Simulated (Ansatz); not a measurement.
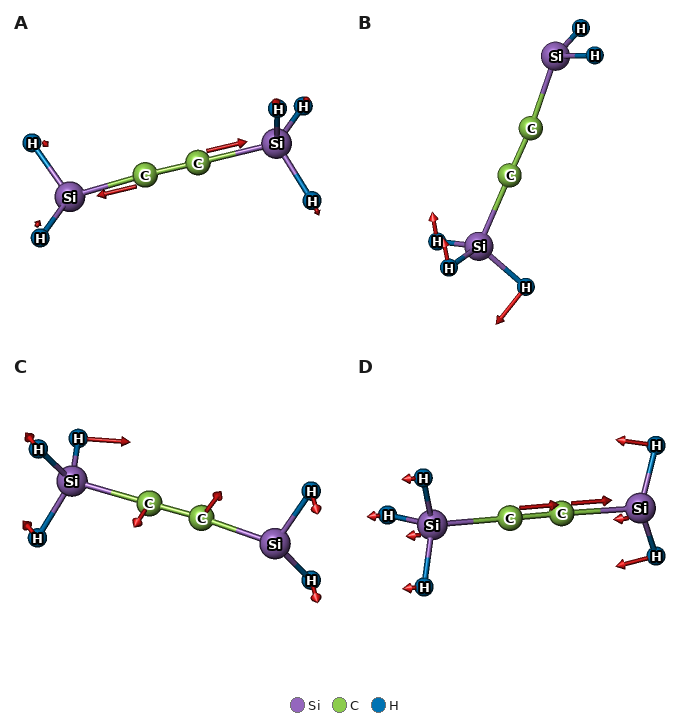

4 normal modes of one molecule or complex, as arrows. State: neutral, doublet. Harmonic vibrations computed with UKS PBE0-D4/def2-TZVP (Ansatz 0.2.0) at a stationary point of the same level.

**Match the panels to the wavenumbers 328 cm⁻¹, 673 cm⁻¹, 833 cm⁻¹, 2176 cm⁻¹.**

A: 2176 cm⁻¹
B: 673 cm⁻¹, C–Si–H bending
C: 328 cm⁻¹
D: 833 cm⁻¹, out-of-phase stretching of 2 C–Si bonds
